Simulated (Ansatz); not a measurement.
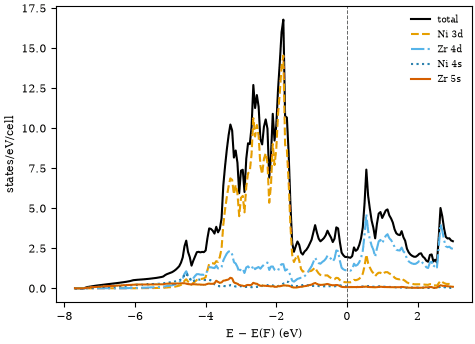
Figure. Total and projected density of states of ZrNi in space group Cmcm (No. 63; Zr on 4c, Ni on 4c), plane-wave PAW r²SCAN (Ansatz code)

Which orbitals carry the states next to the Fermi level?

Within 0.5 eV of the Fermi level: Zr 4d 60 %, Ni 3d 21 %, outside the projected shells 10 %. Projections are on Löwdin-orthogonalised atomic valence shells; empty p or d shells of many metals are not among them.

Where is the tallest occupied peak in this window, and what makes it?

Near -1.8 eV, about 17 states/eV per cell; the largest projected share is Ni 3d.

The first step of the workflow began from a Materials Project structure, measured or hypothetical; the Crystallography Open Database files this formula in space group No. 63, but the cells were not matched. Its standing as an ambient phase is unchecked. The r²SCAN relaxation kept the symmetry of its start; its stability against distortions is not shown here. No spin polarisation was allowed. Scalar-relativistic: spin–orbit coupling is off unless named, which matters more the heavier the elements.

Potentials: the later of the program's two PAW sets.
